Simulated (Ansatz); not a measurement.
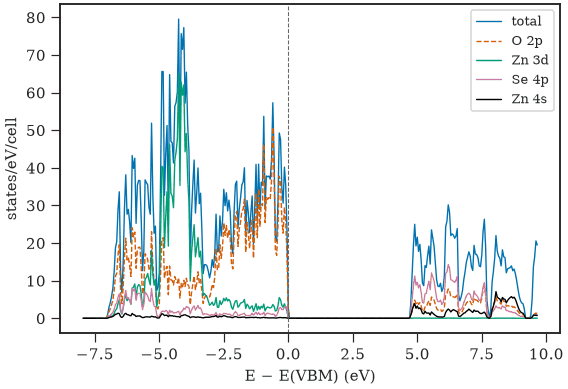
Figure: Total and projected density of states of ZnSeO₃ in space group Pbca (No. 61; Pearson symbol oP40), r²SCAN in the plane-wave PAW code Ansatz

Question: Which orbitals carry the states next to the gap?

Answer: Top 1 eV of the valence band: O 2p 81 %, Zn 3d 8 %. Bottom 1 eV of the conduction band: Se 4p 48 %, O 2p 22 %, Zn 4s 12 %, O 2s 10 %, outside the projected shells 7 %. Projections are on Löwdin-orthogonalised atomic valence shells; empty p or d shells of many metals are not among them.

Question: Where is the tallest occupied peak in this window, and what makes it?

Answer: Near -4.3 eV, about 80 states/eV per cell; the largest projected share is Zn 3d.

The first step of the workflow began from a Materials Project structure, measured or hypothetical; the Crystallography Open Database files this formula in space group No. 61, but the cells were not matched. Whether it is the stable phase at ambient conditions was not checked. The cell was relaxed with r²SCAN under the symmetry of its start; its stability against distortions is not shown here. Spin–orbit coupling is left out wherever it is not named.

Potentials: the later of the program's two PAW sets.
